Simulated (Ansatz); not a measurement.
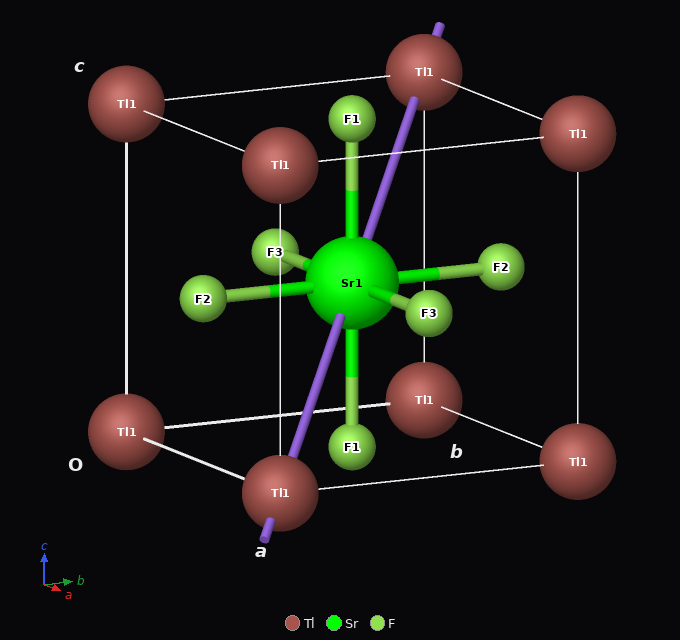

Crystal: SrTlF3, coordinates from a relaxation with DFT, PBEsol, plane waves, PAW (Ansatz 0.2.0); the starting structure was generated, so it need not be a known form of this composition. The coloured rod is the axis of a symmetry operation of the crystal. The drawing is computed from the coordinates (standard cell, symmetry found to 0.002 Å).

a = 4.685 Å, b = 4.685 Å, c = 4.685 Å, α = 90.00°, β = 90.00°, γ = 90.00°.

```csv
atom,x,y,z
Tl1,0.0000,0.0000,0.0000
Sr1,0.5000,0.5000,0.5000
F1,0.5000,0.5000,0.0000
F2,0.5000,0.0000,0.5000
F3,0.0000,0.5000,0.5000
```

Take the operation x, y, z → −y+1, z, −x+1.

> What kind of operation is it, and where does it lie?

It is a 3-fold rotation, about the line along [−1 1 1] through (1/2, 1/2, 1/2).

> Onto which atom does it carry each atom (up to whole multiples of a, b and c)?

Tl1 → Tl1, Sr1 → Sr1, F1 → F2, F2 → F3, F3 → F1.

> What is the crystal's space group?

No. 221, Pm-3m.
